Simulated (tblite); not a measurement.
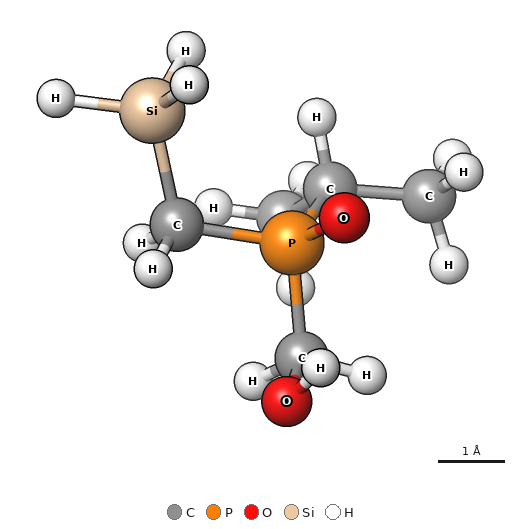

Fig. 1: The structure as given in the input (ball-and-stick view, seen at a tilt).

# C$_{5}$H$_{15}$O$_{2}$PSi: geometry relaxation (part 1 of 3)

System: C$_{5}$H$_{15}$O$_{2}$PSi, SMILES CC(C)[P@](=O)(CO)C[SiH3].
Method: GFN2-xTB geometry optimisation, gas phase (tblite 0.8.0).

It belongs to a series of runs on one base structure; here: phosphine turned into its oxide.

Output:
```
step      E/eV     max force
  0    -837.52818    3.046
  1    -837.69877    2.134
  2    -837.75016    0.441
  3    -837.76246    0.249
  4    -837.77133    0.192
  5    -837.77501    0.155
  6    -837.78123    0.176
  7    -837.78463    0.144
  8    -837.78779    0.111
  9    -837.79024    0.104
 10    -837.79234    0.092
 11    -837.79376    0.072
 12    -837.79476    0.054
 13    -837.79544    0.061
 14    -837.79593    0.048
 15    -837.79635    0.039
 16    -837.79683    0.050
 17    -837.79739    0.062
 18    -837.79794    0.053
 19    -837.79840    0.044
 20    -837.79879    0.041
 21    -837.79914    0.042
 22    -837.79941    0.036
 23    -837.79962    0.031
 24    -837.79984    0.033
 25    -837.80010    0.036
 26    -837.80037    0.040
 27    -837.80057    0.025
 28    -837.80070    0.028
 29    -837.80083    0.026
 30    -837.80103    0.042
 31    -837.80135    0.051
 32    -837.80174    0.047
 33    -837.80212    0.043
 34    -837.80248    0.041
 35    -837.80282    0.044
 36    -837.80310    0.037
 37    -837.80330    0.028
 38    -837.80345    0.029
 39    -837.80360    0.035
 40    -837.80376    0.032
 41    -837.80390    0.021
 42    -837.80400    0.022
 43    -837.80411    0.026
 44    -837.80427    0.035
 45    -837.80446    0.032
 46    -837.80464    0.023
 47    -837.80477    0.018
 48    -837.80486    0.021
 49    -837.80496    0.023
 50    -837.80504    0.017
 51    -837.80511    0.016
 52    -837.80516    0.014
 53    -837.80522    0.019
 54    -837.80529    0.018
 55    -837.80536    0.018
 56    -837.80544    0.017
 57    -837.80551    0.021
 58    -837.80559    0.025
 59    -837.80570    0.019
 60    -837.80580    0.022
 61    -837.80589    0.019
 62    -837.80596    0.023
 63    -837.80603    0.020
 64    -837.80610    0.016
 65    -837.80616    0.012
 66    -837.80620    0.016
 67    -837.80624    0.019
 68    -837.80630    0.016
 69    -837.80637    0.018
 70    -837.80645    0.018
 71    -837.80652    0.018
 72    -837.80660    0.017
 73    -837.80669    0.019
 74    -837.80679    0.021
 75    -837.80688    0.021
 76    -837.80699    0.020
 77    -837.80710    0.023
 78    -837.80722    0.024
 79    -837.80733    0.022
 80    -837.80743    0.021
 81    -837.80751    0.021
 82    -837.80761    0.024
 83    -837.80773    0.023
 84    -837.80783    0.023
 85    -837.80793    0.021
 86    -837.80804    0.023
 87    -837.80815    0.024
 88    -837.80831    0.025
 89    -837.80845    0.025
 90    -837.80857    0.023
 91    -837.80870    0.025
 92    -837.80887    0.029
 93    -837.80906    0.030
 94    -837.80920    0.021
 95    -837.80927    0.018
 96    -837.80930    0.018
 97    -837.80934    0.021
 98    -837.80940    0.017
 99    -837.80959    0.019
100    -837.80962    0.021
101    -837.80970    0.020
102    -837.80977    0.018
103    -837.80988    0.020
104    -837.80998    0.022
105    -837.81010    0.028
106    -837.81023    0.029
107    -837.81038    0.025
108    -837.81055    0.027
109    -837.81069    0.026
110    -837.81079    0.023
111    -837.81088    0.019
112    -837.81096    0.026
113    -837.81106    0.027
114    -837.81115    0.016
115    -837.81121    0.017
116    -837.81126    0.020
117    -837.81133    0.022
118    -837.81154    0.023
119    -837.81169    0.031
120    -837.81190    0.037
121    -837.81211    0.044
122    -837.81235    0.046
123    -837.81255    0.032
124    -837.81267    0.015
125    -837.81272    0.016
126    -837.81277    0.013
127    -837.81281    0.013
128    -837.81288    0.012
129    -837.81294    0.014
130    -837.81297    0.015
131    -837.81300    0.015
132    -837.81303    0.011
133    -837.81305    0.011
134    -837.81308    0.013
135    -837.81310    0.009
```

Trajectory as extended XYZ (Å, eV, eV/Å), 20 of the 136 frames kept, from step=0 to step=135:
```
24
Properties=species:S:1:pos:R:3:forces:R:3 step=0 energy=-837.52818
C    -2.0848    0.2557    1.3298   -0.5780   0.5260   0.0470
C    -0.8756   -0.4482    0.7410   -0.3080  -1.1510   1.0720
C    -1.3111   -1.6157   -0.1298   -0.5120   0.1430  -0.5000
P     0.2559    0.7105   -0.0718    0.6790   2.0350   2.1620
O     0.5821    1.9065    0.7872   -0.4270  -1.4160  -1.1050
C    -0.5707    1.2278   -1.5760    0.1240   1.1300  -1.1580
O     0.1990    2.3149   -2.1052   -0.1830  -0.2570   0.7440
C     1.7143   -0.1592   -0.6294   -0.2330  -0.3700  -1.4840
Si    2.7755   -0.6896    0.7653    1.2140  -0.3120   1.9230
H    -1.7894    1.0636    2.0082    0.0730  -0.1680  -0.1860
H    -2.7240   -0.4376    1.8970    0.3100   0.1310  -0.2070
H    -2.7084    0.7009    0.5417    0.1590  -0.1230   0.1640
H    -0.3301   -0.8771    1.6102    0.0590   0.2390  -0.3160
H    -1.8825   -1.2556   -1.0013    0.1630  -0.1260   0.3080
H    -1.9595   -2.2985    0.4270    0.1410   0.1410  -0.0290
H    -0.4637   -2.1736   -0.4956    0.2370  -0.1920  -0.0670
H    -0.6053    0.4344   -2.3159    0.0390   0.0210  -0.2610
H    -1.5787    1.5846   -1.3760   -0.3860   0.0040   0.0850
H     0.4092    2.8930   -1.3317   -0.1280  -0.4280  -0.5750
H     1.4171   -1.0225   -1.2349   -0.0130   0.1200   0.0120
H     2.2704    0.5063   -1.2918   -0.1100   0.1680  -0.0080
H     3.9075   -1.4833    0.2449   -0.1910   0.1140  -0.0380
H     3.3394    0.4626    1.5362   -0.3160  -0.4590  -0.3500
H     2.0018   -1.5800    1.6784    0.1880   0.2290  -0.2320
24
Properties=species:S:1:pos:R:3:forces:R:3 step=7 energy=-837.78463
C    -2.0991    0.2653    1.3362    0.0550  -0.0280   0.0010
C    -0.8894   -0.4837    0.7828   -0.0100  -0.0240  -0.0160
C    -1.3163   -1.6222   -0.1354    0.0040  -0.0150   0.0290
P     0.2583    0.7203   -0.0373   -0.0840  -0.0730  -0.0660
O     0.5798    1.8960    0.7878    0.0150  -0.0180   0.0140
C    -0.5840    1.2685   -1.6010    0.0110  -0.0240  -0.0310
O     0.1942    2.3127   -2.1137   -0.0620   0.0330   0.0630
C     1.7278   -0.1829   -0.6413   -0.1310   0.0600   0.0050
Si    2.8192   -0.7094    0.8194   -0.0240   0.0340  -0.0020
H    -1.7725    1.0674    1.9960   -0.0060  -0.0100  -0.0350
H    -2.7268   -0.4254    1.9002    0.0030   0.0900   0.0120
H    -2.7012    0.6977    0.5358    0.0750  -0.0500   0.0380
H    -0.3140   -0.8871    1.6271   -0.0590   0.0030  -0.0220
H    -1.8792   -1.2492   -0.9908    0.0490   0.0160   0.0620
H    -1.9589   -2.3069    0.4171    0.0100  -0.0250  -0.0280
H    -0.4571   -2.1823   -0.4990   -0.0230   0.0120   0.0100
H    -0.5972    0.4761   -2.3486   -0.0560  -0.0130  -0.0600
H    -1.6169    1.5923   -1.3902    0.0750   0.0230  -0.0390
H     0.4094    2.8812   -1.3590    0.0470   0.0850  -0.0260
H     1.4099   -1.0245   -1.2531    0.0310  -0.0030   0.0130
H     2.2501    0.5228   -1.2912    0.0040   0.0000   0.0470
H     3.9149   -1.4880    0.2395    0.0380  -0.0140   0.0160
H     3.3231    0.4578    1.5371   -0.0350  -0.0600  -0.0110
H     2.0142   -1.5769    1.6891    0.0740   0.0020   0.0280
24
Properties=species:S:1:pos:R:3:forces:R:3 step=14 energy=-837.79593
C    -2.0922    0.2640    1.3403    0.0090   0.0000  -0.0090
C    -0.8925   -0.4982    0.7915    0.0210   0.0110  -0.0150
C    -1.3162   -1.6328   -0.1290   -0.0050   0.0080   0.0050
P     0.2417    0.7095   -0.0429    0.0050  -0.0190  -0.0350
O     0.5723    1.8796    0.7865   -0.0290   0.0110  -0.0050
C    -0.5884    1.2763   -1.6150    0.0070   0.0080   0.0190
O     0.1869    2.3288   -2.1166    0.0060  -0.0220   0.0180
C     1.7145   -0.1871   -0.6370   -0.0240   0.0050  -0.0160
Si    2.8175   -0.7138    0.8158   -0.0120   0.0120   0.0260
H    -1.7575    1.0746    1.9846    0.0110   0.0060  -0.0260
H    -2.7327   -0.4016    1.9173    0.0060   0.0190   0.0160
H    -2.6827    0.6872    0.5291   -0.0070   0.0010   0.0090
H    -0.3168   -0.8965    1.6361    0.0010  -0.0010  -0.0140
H    -1.8708   -1.2394   -0.9789   -0.0040  -0.0370  -0.0030
H    -1.9611   -2.3259    0.4093    0.0020  -0.0050  -0.0100
H    -0.4551   -2.1861   -0.4974   -0.0160   0.0020   0.0100
H    -0.6110    0.4944   -2.3771    0.0050   0.0350   0.0160
H    -1.6189    1.6038   -1.4054    0.0200   0.0160   0.0030
H     0.4190    2.9007   -1.3684   -0.0300  -0.0210   0.0070
H     1.4156   -1.0283   -1.2578    0.0100  -0.0010  -0.0120
H     2.2393    0.5305   -1.2716    0.0050  -0.0100   0.0040
H     3.9227   -1.4868    0.2454    0.0150   0.0050  -0.0170
H     3.3107    0.4487    1.5409    0.0020   0.0190   0.0020
H     2.0441   -1.5820    1.7080    0.0030  -0.0410   0.0240
24
Properties=species:S:1:pos:R:3:forces:R:3 step=21 energy=-837.79914
C    -2.0860    0.2683    1.3380   -0.0180   0.0140   0.0000
C    -0.8954   -0.5034    0.7866    0.0220   0.0080  -0.0090
C    -1.3200   -1.6404   -0.1287   -0.0080  -0.0100  -0.0090
P     0.2346    0.7039   -0.0494    0.0330  -0.0090  -0.0250
O     0.5540    1.8773    0.7798    0.0170  -0.0030   0.0180
C    -0.5898    1.2808   -1.6176    0.0020   0.0070  -0.0070
O     0.1972    2.3285   -2.1096    0.0040   0.0010   0.0150
C     1.7111   -0.1927   -0.6358   -0.0020   0.0080  -0.0010
Si    2.8108   -0.7159    0.8244    0.0060   0.0090  -0.0140
H    -1.7401    1.0871    1.9649    0.0210   0.0210  -0.0060
H    -2.7245   -0.3813    1.9334   -0.0040  -0.0180   0.0240
H    -2.6828    0.6836    0.5284   -0.0260   0.0050  -0.0200
H    -0.3146   -0.8993    1.6285   -0.0010  -0.0090   0.0040
H    -1.8747   -1.2557   -0.9818   -0.0080  -0.0040  -0.0110
H    -1.9632   -2.3349    0.4088   -0.0100  -0.0060   0.0220
H    -0.4570   -2.1919   -0.4929    0.0050  -0.0180  -0.0070
H    -0.6179    0.5073   -2.3860   -0.0170   0.0030  -0.0040
H    -1.6143    1.6215   -1.4029   -0.0070  -0.0090  -0.0090
H     0.4061    2.9041   -1.3580    0.0040   0.0010   0.0040
H     1.4226   -1.0316   -1.2665   -0.0030   0.0190   0.0320
H     2.2421    0.5279   -1.2629   -0.0030  -0.0120   0.0180
H     3.9224   -1.4723    0.2427    0.0180  -0.0020  -0.0090
H     3.3031    0.4535    1.5412   -0.0230  -0.0020   0.0070
H     2.0645   -1.6046    1.7229   -0.0040   0.0090  -0.0130
24
Properties=species:S:1:pos:R:3:forces:R:3 step=28 energy=-837.80070
C    -2.0843    0.2726    1.3338    0.0030  -0.0020   0.0000
C    -0.8974   -0.5053    0.7796    0.0050  -0.0040  -0.0030
C    -1.3241   -1.6474   -0.1295   -0.0080  -0.0060  -0.0030
P     0.2351    0.7017   -0.0526    0.0130  -0.0020   0.0040
O     0.5556    1.8715    0.7816   -0.0050   0.0050   0.0060
C    -0.5899    1.2844   -1.6191   -0.0020  -0.0010   0.0010
O     0.2044    2.3304   -2.1028   -0.0170   0.0110  -0.0010
C     1.7125   -0.1928   -0.6322    0.0060  -0.0090  -0.0090
Si    2.8143   -0.7166    0.8251   -0.0020   0.0060  -0.0060
H    -1.7257    1.0993    1.9440   -0.0060   0.0080  -0.0060
H    -2.7132   -0.3699    1.9478    0.0020   0.0030   0.0080
H    -2.6934    0.6787    0.5275   -0.0010  -0.0180  -0.0040
H    -0.3170   -0.9021    1.6217   -0.0020   0.0050   0.0040
H    -1.8802   -1.2706   -0.9854   -0.0100   0.0060   0.0000
H    -1.9655   -2.3374    0.4165   -0.0120  -0.0020   0.0060
H    -0.4627   -2.2034   -0.4922    0.0030  -0.0030   0.0050
H    -0.6277    0.5167   -2.3926    0.0260  -0.0090  -0.0020
H    -1.6138    1.6270   -1.4048   -0.0020   0.0130   0.0140
H     0.4020    2.9061   -1.3481    0.0160   0.0020  -0.0030
H     1.4217   -1.0318   -1.2597    0.0070  -0.0040  -0.0100
H     2.2479    0.5264   -1.2562   -0.0130  -0.0070  -0.0120
H     3.9311   -1.4627    0.2370    0.0030   0.0150   0.0100
H     3.2861    0.4571    1.5477    0.0010  -0.0020   0.0120
H     2.0724   -1.6116    1.7202   -0.0040  -0.0050  -0.0120
24
Properties=species:S:1:pos:R:3:forces:R:3 step=36 energy=-837.80310
C    -2.0815    0.2764    1.3261    0.0110  -0.0120  -0.0040
C    -0.8998   -0.5100    0.7708   -0.0160  -0.0110   0.0090
C    -1.3370   -1.6588   -0.1264    0.0010   0.0050   0.0080
P     0.2383    0.6966   -0.0569    0.0030  -0.0010   0.0370
O     0.5593    1.8584    0.7887    0.0100   0.0020  -0.0070
C    -0.5851    1.2952   -1.6162    0.0000  -0.0030  -0.0020
O     0.1982    2.3500   -2.0969    0.0280  -0.0010  -0.0020
C     1.7150   -0.1973   -0.6382    0.0210  -0.0110  -0.0040
Si    2.8174   -0.7095    0.8237   -0.0050  -0.0120  -0.0140
H    -1.7137    1.1278    1.8967   -0.0270  -0.0040  -0.0160
H    -2.6870   -0.3489    1.9809    0.0030   0.0150  -0.0130
H    -2.7143    0.6445    0.5194    0.0030  -0.0090   0.0210
H    -0.3208   -0.9044    1.6156    0.0110   0.0090  -0.0100
H    -1.8972   -1.2900   -0.9836    0.0120   0.0140   0.0080
H    -1.9804   -2.3382    0.4316    0.0040   0.0060  -0.0030
H    -0.4805   -2.2250   -0.4862   -0.0080   0.0110   0.0030
H    -0.6160    0.5299   -2.3924   -0.0180   0.0000  -0.0160
H    -1.6085    1.6331   -1.3935   -0.0200  -0.0170  -0.0020
H     0.4186    2.9095   -1.3366    0.0010   0.0090   0.0110
H     1.4269   -1.0414   -1.2598   -0.0070  -0.0100  -0.0040
H     2.2457    0.5184   -1.2693    0.0020   0.0080  -0.0090
H     3.9566   -1.4266    0.2416   -0.0070   0.0220   0.0100
H     3.2580    0.4582    1.5745    0.0010   0.0090  -0.0020
H     2.0758   -1.6283    1.6939   -0.0030  -0.0190   0.0010
24
Properties=species:S:1:pos:R:3:forces:R:3 step=43 energy=-837.80411
C    -2.0805    0.2766    1.3228   -0.0020   0.0040   0.0010
C    -0.8989   -0.5119    0.7700   -0.0190  -0.0010   0.0140
C    -1.3423   -1.6616   -0.1226    0.0120   0.0110   0.0040
P     0.2420    0.6927   -0.0582   -0.0180  -0.0070   0.0170
O     0.5663    1.8517    0.7902    0.0050  -0.0070  -0.0170
C    -0.5826    1.2978   -1.6146   -0.0010   0.0020  -0.0060
O     0.2036    2.3542   -2.0884    0.0030   0.0040  -0.0120
C     1.7173   -0.2015   -0.6438   -0.0010  -0.0050   0.0090
Si    2.8150   -0.7079    0.8236    0.0070  -0.0080  -0.0140
H    -1.7169    1.1445    1.8698   -0.0010   0.0010   0.0070
H    -2.6762   -0.3369    1.9969    0.0120  -0.0050  -0.0040
H    -2.7262    0.6230    0.5172    0.0020  -0.0100  -0.0090
H    -0.3164   -0.9040    1.6133   -0.0070   0.0070   0.0040
H    -1.9010   -1.2905   -0.9799    0.0080   0.0020   0.0070
H    -1.9881   -2.3369    0.4381    0.0100   0.0170  -0.0110
H    -0.4889   -2.2320   -0.4825   -0.0010   0.0020  -0.0010
H    -0.6173    0.5396   -2.3980    0.0080  -0.0070   0.0000
H    -1.6077    1.6307   -1.3904    0.0010   0.0170   0.0040
H     0.4247    2.9127   -1.3271   -0.0140  -0.0150   0.0110
H     1.4278   -1.0484   -1.2614   -0.0010   0.0010  -0.0040
H     2.2443    0.5149   -1.2779    0.0050  -0.0090   0.0030
H     3.9706   -1.4005    0.2470    0.0040   0.0010  -0.0010
H     3.2410    0.4592    1.5841   -0.0150   0.0070   0.0030
H     2.0787   -1.6456    1.6794    0.0040  -0.0030  -0.0060
24
Properties=species:S:1:pos:R:3:forces:R:3 step=50 energy=-837.80504
C    -2.0820    0.2777    1.3211   -0.0030   0.0020  -0.0010
C    -0.8984   -0.5103    0.7743    0.0090   0.0050  -0.0020
C    -1.3424   -1.6586   -0.1184    0.0030   0.0000  -0.0030
P     0.2437    0.6880   -0.0598   -0.0030   0.0060  -0.0110
O     0.5758    1.8471    0.7851   -0.0030   0.0070  -0.0030
C    -0.5813    1.2991   -1.6158    0.0010  -0.0050   0.0120
O     0.2092    2.3561   -2.0811   -0.0100  -0.0060   0.0090
C     1.7162   -0.2101   -0.6477   -0.0070   0.0030  -0.0010
Si    2.8155   -0.7092    0.8201    0.0000  -0.0040   0.0100
H    -1.7251    1.1600    1.8487    0.0060   0.0070   0.0060
H    -2.6643   -0.3297    2.0113   -0.0090  -0.0070   0.0060
H    -2.7362    0.5979    0.5122   -0.0120   0.0100  -0.0060
H    -0.3167   -0.8992    1.6193    0.0010  -0.0030   0.0070
H    -1.8979   -1.2834   -0.9756    0.0010   0.0000  -0.0060
H    -1.9928   -2.3298    0.4407   -0.0010  -0.0040  -0.0030
H    -0.4924   -2.2332   -0.4786    0.0110   0.0010   0.0060
H    -0.6165    0.5442   -2.4028   -0.0010   0.0060   0.0100
H    -1.6047    1.6372   -1.3889    0.0080  -0.0090  -0.0080
H     0.4222    2.9072   -1.3121    0.0100   0.0070  -0.0070
H     1.4264   -1.0565   -1.2655   -0.0030  -0.0050   0.0010
H     2.2436    0.5057   -1.2818    0.0010   0.0000  -0.0060
H     3.9889   -1.3761    0.2498    0.0020   0.0000  -0.0060
H     3.2120    0.4613    1.5923   -0.0130  -0.0080  -0.0010
H     2.0855   -1.6656    1.6610    0.0090  -0.0040  -0.0030
24
Properties=species:S:1:pos:R:3:forces:R:3 step=57 energy=-837.80551
C    -2.0851    0.2793    1.3217    0.0020  -0.0010   0.0010
C    -0.8987   -0.5071    0.7777    0.0100   0.0090  -0.0070
C    -1.3380   -1.6553   -0.1175    0.0000  -0.0010   0.0020
P     0.2444    0.6888   -0.0588   -0.0010   0.0110  -0.0180
O     0.5781    1.8522    0.7797    0.0080  -0.0120   0.0150
C    -0.5813    1.2982   -1.6133   -0.0030   0.0060  -0.0100
O     0.2082    2.3562   -2.0783    0.0000  -0.0020  -0.0090
C     1.7144   -0.2138   -0.6498   -0.0070   0.0040   0.0080
Si    2.8151   -0.7132    0.8170   -0.0020   0.0000   0.0120
H    -1.7298    1.1644    1.8467   -0.0050  -0.0030   0.0010
H    -2.6640   -0.3295    2.0140   -0.0060   0.0080   0.0020
H    -2.7423    0.5950    0.5127    0.0060   0.0050   0.0050
H    -0.3189   -0.8953    1.6245   -0.0010   0.0000   0.0000
H    -1.8899   -1.2795   -0.9770    0.0090  -0.0030  -0.0080
H    -1.9914   -2.3274    0.4367    0.0000  -0.0070   0.0050
H    -0.4851   -2.2289   -0.4728    0.0030   0.0010   0.0010
H    -0.6151    0.5431   -2.3997    0.0050   0.0020  -0.0020
H    -1.6057    1.6349   -1.3903    0.0020  -0.0040   0.0090
H     0.4268    2.9071   -1.3104   -0.0060  -0.0120  -0.0030
H     1.4228   -1.0614   -1.2657   -0.0070   0.0070   0.0040
H     2.2427    0.4998   -1.2860   -0.0070  -0.0030   0.0010
H     3.9960   -1.3673    0.2462   -0.0050   0.0100   0.0000
H     3.1918    0.4589    1.5966    0.0010  -0.0100   0.0000
H     2.0933   -1.6797    1.6538    0.0050  -0.0050  -0.0100
24
Properties=species:S:1:pos:R:3:forces:R:3 step=64 energy=-837.80610
C    -2.0880    0.2834    1.3216   -0.0040   0.0040   0.0020
C    -0.8994   -0.5019    0.7791   -0.0080   0.0060   0.0060
C    -1.3320   -1.6533   -0.1157    0.0040   0.0030   0.0040
P     0.2449    0.6910   -0.0591    0.0050  -0.0040   0.0050
O     0.5859    1.8516    0.7803   -0.0070   0.0050   0.0000
C    -0.5806    1.2998   -1.6134   -0.0040  -0.0010  -0.0030
O     0.2045    2.3598   -2.0796    0.0040   0.0020   0.0030
C     1.7090   -0.2186   -0.6501    0.0030  -0.0070  -0.0040
Si    2.8114   -0.7180    0.8154    0.0000   0.0040  -0.0060
H    -1.7354    1.1748    1.8383    0.0040  -0.0100  -0.0050
H    -2.6622   -0.3204    2.0229    0.0060   0.0020  -0.0130
H    -2.7509    0.5903    0.5137    0.0130  -0.0020   0.0020
H    -0.3201   -0.8876    1.6277    0.0010   0.0040  -0.0040
H    -1.8743   -1.2807   -0.9827   -0.0010  -0.0060   0.0050
H    -1.9891   -2.3250    0.4351   -0.0010   0.0040  -0.0020
H    -0.4747   -2.2265   -0.4611    0.0000  -0.0060   0.0030
H    -0.6117    0.5449   -2.3999   -0.0060  -0.0100  -0.0040
H    -1.6057    1.6317   -1.3878   -0.0090   0.0060  -0.0010
H     0.4323    2.9023   -1.3087    0.0010   0.0110  -0.0020
H     1.4112   -1.0664   -1.2622   -0.0040  -0.0030  -0.0010
H     2.2382    0.4895   -1.2917   -0.0010   0.0020   0.0080
H     4.0066   -1.3403    0.2407    0.0090   0.0030  -0.0050
H     3.1600    0.4511    1.6103    0.0080   0.0010   0.0140
H     2.1081   -1.7117    1.6346   -0.0120  -0.0090  -0.0040
```
